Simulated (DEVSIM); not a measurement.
Structure: illuminated InP p-on-n cell, one wavelength, at 300 K.

```tsv
layer (left to right)	material	thickness (μm)	Nd (cm⁻³)	Na (cm⁻³)	τn (s)	τp (s)	absorption coefficient (cm⁻¹)
1	InP	0.430	-	5.4e16	6.5e-11	1.3e-11	66000
2	InP	0.800	1.4e16	-	5e-10	5e-10	66000
```

Left contact: ohmic, minority electron recombination velocity 2000 cm/s. Right contact: ohmic, minority hole recombination velocity 2e5 cm/s. Voltage is applied to the left contact. Recombination: SRH at mid-gap, radiative, Auger. Light enters at the left, 5.5e17 photons cm⁻² s⁻¹, one pass, no reflection. Mobility is constant in doping.

This is a model device: material constants are rounded textbook-type values typed into the input, and sizes, dopings and lifetimes were drawn at random. Values at 300 K.

```tsv
parameter	InP
gap (eV)	1.344
affinity (eV)	4.38
permittivity	12.5
Nc (cm⁻³)	5.7e17
Nv (cm⁻³)	1.1e19
μn (cm²/Vs)	5200
μp (cm²/Vs)	170
B (cm³/s)	1.2e-10
Cn (cm⁶/s)	9e-31
Cp (cm⁶/s)	9e-31
```

DEVSIM, 1D drift-diffusion, Boltzmann statistics, complete ionisation; no tunnelling, impact ionisation, image-force lowering or self-heating.

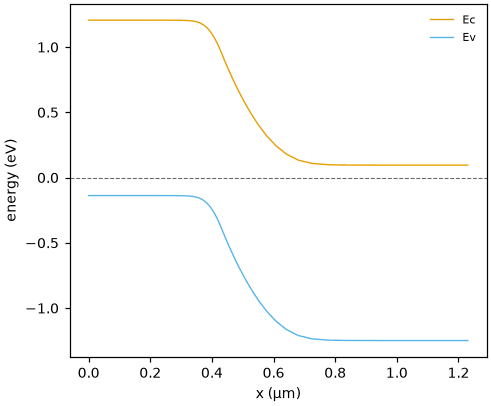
*Band edges at zero bias, in the dark*

Energies count from the Fermi level of the right contact; mesh points crowd at the junctions.

| x (μm) | Ec (eV) | Ev (eV) | n (cm⁻³) | p (cm⁻³) | field (V/cm) |
|---|---|---|---|---|---|
| 0.000 | 1.207 | -0.137 | < 1e2 | 5.4e16 | ≈ 0 |
| 0.01476 | 1.207 | -0.137 | < 1e2 | 5.4e16 | ≈ 0 |
| 0.03523 | 1.207 | -0.137 | < 1e2 | 5.4e16 | ≈ 0 |
| 0.06912 | 1.207 | -0.137 | < 1e2 | 5.4e16 | ≈ 0 |
| 0.1446 | 1.207 | -0.137 | < 1e2 | 5.4e16 | ≈ 0 |
| 0.2319 | 1.206 | -0.137 | < 1e2 | 5.4e16 | -11 |
| 0.3058 | 1.205 | -0.139 | < 1e2 | 5.2e16 | -630 |
| 0.3723 | 1.171 | -0.173 | < 1e2 | 1.4e16 | -16000 |
| 0.4022 | 1.094 | -0.250 | < 1e2 | 6.9e14 | -37000 |
| 0.4202 | 1.015 | -0.329 | < 1e2 | 3.2e13 | -51000 |
| 0.4331 | 0.943 | -0.401 | < 1e2 | 2.0e12 | -58000 |
| 0.4574 | 0.809 | -0.535 | 15000 | 1.1e10 | -53000 |
| 0.4884 | 0.655 | -0.689 | 5600000 | 3.0e7 | -47000 |
| 0.5324 | 0.470 | -0.874 | 7.2e9 | 23000 | -38000 |
| 0.6407 | 0.182 | -1.162 | 5.0e14 | < 1e2 | -16000 |
| 0.7786 | 0.099 | -1.245 | 1.2e16 | < 1e2 | -860 |
| 0.9301 | 0.096 | -1.248 | 1.4e16 | < 1e2 | -13 |
| 1.050 | 0.096 | -1.248 | 1.4e16 | < 1e2 | ≈ 0 |
| 1.144 | 0.096 | -1.248 | 1.4e16 | < 1e2 | ≈ 0 |
| 1.185 | 0.096 | -1.248 | 1.4e16 | < 1e2 | ≈ 0 |
| 1.210 | 0.096 | -1.248 | 1.4e16 | < 1e2 | ≈ 0 |
| 1.230 | 0.096 | -1.248 | 1.4e16 | < 1e2 | ≈ 0 |
